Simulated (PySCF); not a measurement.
# C₄H₇, doublet, SMILES `C=C[CH]C`: electronic structure

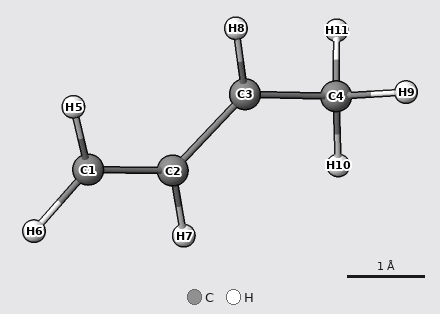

The molecule, with its atoms numbered as below. No frequency check shows the geometry to be a minimum.

Cartesian coordinates (Å):

```
C1      -1.9401    0.0831    0.0002
C2      -0.6523   -0.3828    0.0002
C3       0.4692    0.4168   -0.0000
C4       1.8575   -0.1022   -0.0003
H5      -2.1484    1.1386   -0.0004
H6      -2.7808   -0.5855   -0.0011
H7      -0.5001   -1.4561   -0.0002
H8       0.3484    1.4908   -0.0003
H9       2.4016    0.2555    0.8779
H10      1.8716   -1.1897   -0.0009
H11      2.4023    0.2572   -0.8755
```

Part 1: Bonding charge

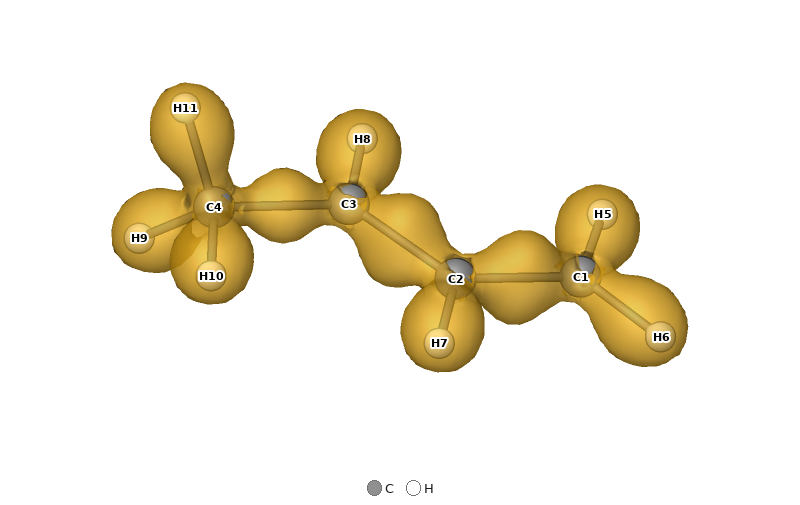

Deformation density (molecule less spherical, spin-averaged free atoms at the same positions), surfaces at ±0.2 e/Å³; yellow: gain, teal: loss.

Level of theory: PBE0/6-31+G* (PySCF), at a geometry from GFN2-xTB. The stability of the open-shell solution wasn't checked. GFN2-xTB doesn't know the spin state, so this open-shell geometry is rough.

Question: How much density has each bond gained at its critical point, relative to the free atoms?

Answer: C1–H6: +0.69 e/Å³ at the bond critical point (bond length 1.07 Å). C3–H8: +0.68 e/Å³ at the bond critical point (bond length 1.08 Å). C1–H5: +0.68 e/Å³ at the bond critical point (bond length 1.08 Å). C2–H7: +0.68 e/Å³ at the bond critical point (bond length 1.08 Å). C1–C2: +0.65 e/Å³ at the bond critical point (bond length 1.37 Å). C2–C3: +0.65 e/Å³ at the bond critical point (bond length 1.38 Å). C4–H10: +0.64 e/Å³ at the bond critical point (bond length 1.09 Å). C4–H11 and C4–H9: +0.62 e/Å³ at the bond critical point (bond length 1.09 Å). C3–C4: +0.50 e/Å³ at the bond critical point (bond length 1.48 Å). In all, 2.3 electrons gather in the regions of gain relative to the promolecule.

Question: Where do the Hirshfeld charges lie?

Answer: The highest Hirshfeld charge is on H7 (+0.05 e), the lowest on C4 (−0.10 e).

Part 2: Bond critical points

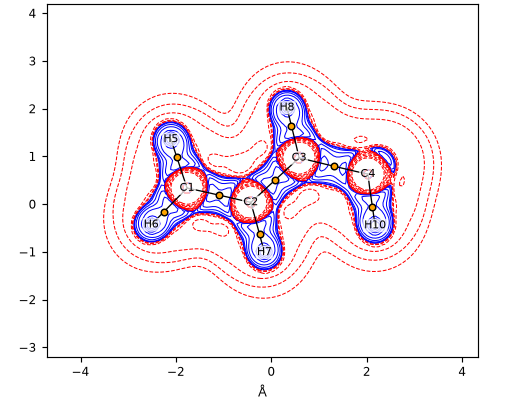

Negative Laplacian of the density (−∇²ρ) in a plane through 9 of the atoms (solid blue lines positive, dashed red lines negative, contours at ±0.02 to ±8 a.u.), with bond paths and bond critical points (dots).

Question: At which bond critical points in this plane is charge locally concentrated, and at which depleted?

Answer: Concentrated (∇²ρ < 0): C1–C2 (−0.92 a.u.); C2–C3 (−0.90 a.u.); C1–H6 (−1.00 a.u.); C1–H5 (−0.99 a.u.); C3–H8 (−0.98 a.u.); C2–H7 (−0.97 a.u.); C4–H10 (−0.92 a.u.); C3–C4 (−0.65 a.u.). At none is it depleted.

Question: Where along C1–H6 does the critical point lie?

Answer: 0.69 Å from C1 and 0.39 Å from H6.

Part 3: Electrostatic potential

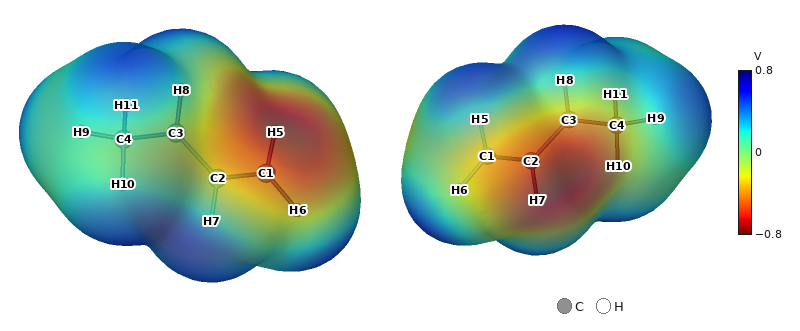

Electrostatic potential on the surface of electron density 0.001 a.u. (back view left, front view right).

Question: Where are the extremes of the potential on the surface?

Answer: Highest: 0.55 V, 1.4 Å from H8. Lowest: −0.75 V, off the C1–C2 bond (2.2 Å from its atoms), and at like points elsewhere. Further minima include 0.07 V, near H10 (1.77 Å), H11 (1.86 Å), H9 (1.93 Å) and C4 (1.94 Å). The surface is sampled at points, so like sites can differ by a few per cent and only the strongest of them is named.

Question: What volume does the surface enclose, and what is the dipole moment?

Answer: About 101 Å³; the dipole moment is 0.6 D.

Part 4: Spin density

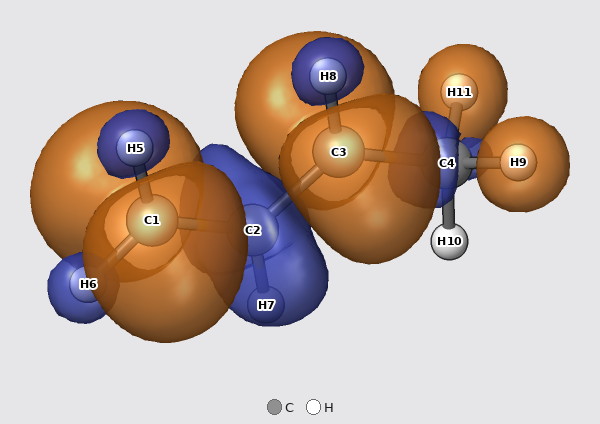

Spin density ρα − ρβ at ±0.01 e/Å³ (orange: excess α, blue: excess β).

Question: Where is the unpaired spin?

Answer: Hirshfeld spin populations: C1 +0.45 and C3 +0.43. Spin polarisation leaves negative spin on C2 (−0.04). ⟨S²⟩ = 0.79, against 0.75 for a pure state. The picture also shows regions of β spin from spin polarisation; the Hirshfeld sums, whose atoms overlap, net them against the α spin of neighbours.

Part 5: In an electric field

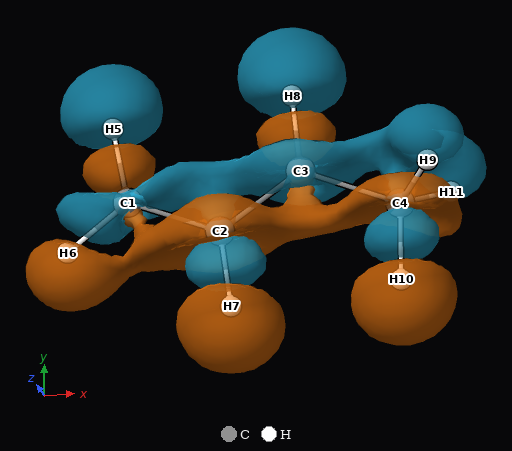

Change of the electron density in a uniform field of 0.10 V/Å, surfaces at ±0.0008 e/Å³ (light blue: gain, orange: loss).

Method: BLYP/aug-cc-pVDZ; geometry: GFN2-xTB; program: PySCF. The stability of the open-shell solution wasn't checked. GFN2-xTB doesn't know the spin state, so this open-shell geometry is rough.

Question: Along which Cartesian direction does the field point?

Answer: Along −y: electrons gather on the +y side, against the field.

Question: How large is the response?

Answer: The induced dipole is 0.25 D (along the field); α along this axis, from the fields in both directions, is 49 bohr³ (7.2 Å³).

Question: Which atoms gain and lose the most charge?

Answer: Electrons gather most on H8 (Hirshfeld charge changes by −0.004 e) and leave H7 most (+0.004 e); 0.025 electrons are displaced in all.

Part 6: Removing or adding an electron

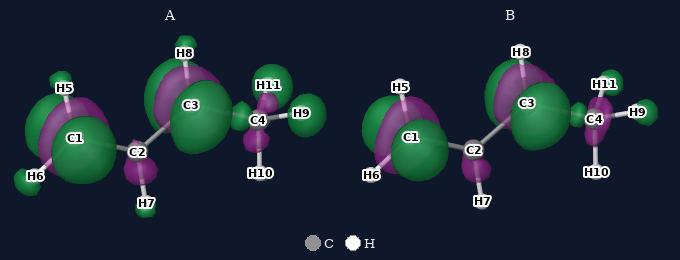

The two Fukui functions at ±0.04 e/Å³ (green positive, purple negative).

Computed with PySCF, PBE0/aug-cc-pVDZ, geometry: GFN2-xTB. GFN2-xTB doesn't know the spin state, so this open-shell geometry is rough.

Question: Why do the two look alike?

Answer: The electron leaves from or enters the same singly occupied orbital. A is f⁻, B is f⁺. f⁻ (Hirshfeld-condensed) is largest on C1 (0.23) and C3 (0.20); the vertical ionisation energy is 7.47 eV (to the singlet cation, which needn't be its lowest state). f⁺ (Hirshfeld-condensed) is largest on C1 (0.24) and C3 (0.18); the vertical electron affinity is −0.02 eV (to the singlet anion, which needn't be its lowest state; negative: at this level and geometry the extra electron isn't bound, and the finite basis holds it).

The PySCF runs shown took 13 s, 76 s and 61 s on 1 thread of Arm Neoverse V2 (shared host).
